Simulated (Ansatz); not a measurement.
# PBE/STO-3G run of [H2PO2]− (SMILES O=[PH2][O-])

What is the vertical ionisation energy of [H2PO2]− at PBE/STO-3G? 

The calculation is run with Ansatz 0.2.0.

5 further runs of the same task are left out: 4 that didn't finish, 1 set aside as unsound or not needed.

### Step 1. The molecule

[H2PO2]− has 5 atoms, charge -1, and is taken as a singlet. As SMILES, `O=[PH2][O-]`. Geometry: relaxed at GFN2-xTB.

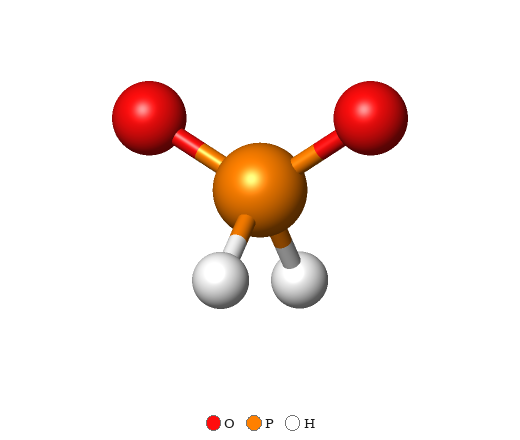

The structure, seen from a chosen angle (oxygen red, phosphorus orange, hydrogen white).

### Step 2. The energy at PBE/STO-3G

input.yaml

```yaml
crystal:
  periodic: [false, false, false]
  atoms:
    - {symbol: O, position_ang: [-0.569750, 0.418060, 1.344900]}
    - {symbol: P, position_ang: [0.023990, -0.029410, 0.067110]}
    - {symbol: O, position_ang: [1.087130, -1.056140, 0.105400]}
    - {symbol: H, position_ang: [-0.993470, -0.417790, -0.831230]}
    - {symbol: H, position_ang: [0.452100, 1.085290, -0.686190]}
basis:
  gaussian: {orbitals: STO-3G}
accuracy: high
total_charge: -1
magnetization: {spin_polarized: false, initial_magnetization: 0}
hamiltonian: {xc: pbe}
```

The run is started by

```
ansatz run input.yaml --threads 1 --pin off --max-ram 2610MiB --events-out events.jsonl --progress --plain --runs-dir runs
```

The log of the run:

```text
Warning: RAYON_NUM_THREADS=1 ignored (pool sized by the plan → 1); use --threads N
Functional definition: PBE
  name "PBE"
  parameter kappa = 0.804
  parameter beta = 0.06672455060314922
  exchange = pbe_x(kappa = kappa, mu = beta*pi^2/3)
  correlation = pbe_c(beta = beta)
387 factors; integrals over basis functions are off by at most 2.4e-8 eV
mean field evaluation 1: about -13229.4103 eV, gradient 4.2e1 eV
mean field evaluation 2: about -13212.7590 eV, gradient 8.8e1 eV
mean field evaluation 4: about -13235.3338 eV, gradient 2.9e0 eV
mean field evaluation 8: about -13235.3536 eV, gradient 1.3e-1 eV
mean field evaluation 16: about -13235.3537 eV, gradient 2.1e-7 eV
mean field -13235.35366319 eV, -486.3902758773 hartree, gradient 5.6e-9 eV, S^2 0.000000; 0 other end points of the search recorded, 0 dependent functions left out
reference -13235.35366452 eV, -486.3902759262 hartree; 17, 17 occupied and 4, 4 virtual orbitals, 387 factors
Total energy: -13235.35366452 eV, -486.3902759262 hartree
```

It took 1.2 s on 1 thread of Arm Neoverse V1, shared host; peak memory 0.095 GiB.

### Step 3. Doublet neutral H2PO2

run.yaml

```yaml
crystal:
  periodic: [false, false, false]
  atoms:
    - symbol: O
      position_ang: [-0.569750, 0.418060, 1.344900]
    - symbol: P
      position_ang: [0.023990, -0.029410, 0.067110]
    - symbol: O
      position_ang: [1.087130, -1.056140, 0.105400]
    - symbol: H
      position_ang: [-0.993470, -0.417790, -0.831230]
    - symbol: H
      position_ang: [0.452100, 1.085290, -0.686190]
basis:
  gaussian:
    orbitals: STO-3G
magnetization:
  spin_polarized: true
  initial_magnetization: 1
hamiltonian:
  xc: pbe
accuracy: high
```

The run is started by

```
ansatz run run.yaml --threads 1 --pin off --max-ram 2610MiB --events-out events.jsonl --progress --plain --runs-dir runs
```

The log of the run, cut to the lines that bear on the results:

```text
Warning: RAYON_NUM_THREADS=1 ignored (pool sized by the plan → 1); use --threads N
[... 6 set-up lines as earlier in the session ...]
387 factors; integrals over basis functions are off by at most 2.4e-8 eV
mean field evaluation 1: about -13230.9292 eV, gradient 3.1e1 eV
mean field evaluation 2: about -13191.5359 eV, gradient 8.8e1 eV
mean field evaluation 4: about -13238.0384 eV, gradient 3.9e0 eV
mean field evaluation 8: about -13238.1674 eV, gradient 8.2e-2 eV
mean field evaluation 16: about -13238.1516 eV, gradient 8.6e-6 eV
mean field evaluation 32: about -13238.1250 eV, gradient 2.5e-1 eV
mean field -13238.15160007 eV, -486.4930981610 hartree, gradient 4.3e-8 eV, S^2 0.754675; 8 other end points of the search recorded, 0 dependent functions left out
reference -13238.15160139 eV, -486.4930982096 hartree; 17, 16 occupied and 4, 5 virtual orbitals, 387 factors
Total energy: -13238.15160139 eV, -486.4930982096 hartree
```

It took 5.1 s on 1 thread of Arm Neoverse V1, shared host; peak memory 0.13 GiB.

### Step 4. Outcome

Level: PBE/STO-3G.

| quantity | value |
| --- | --- |
| singlet [H2PO2]−: total energy | -486.39028 Eh |
| doublet neutral H2PO2: total energy | -486.49310 Eh |
| doublet neutral H2PO2: ⟨S²⟩ | 0.755 |
| vertical detachment energy (to the doublet neutral) | -2.798 eV |

The species is unbound against losing an electron at this level, by 2.80 eV (−270 kJ/mol); missing correlation or diffuse functions can give that sign where the real anion is bound. In a minimal basis such a difference can be off by several eV, whatever the method.
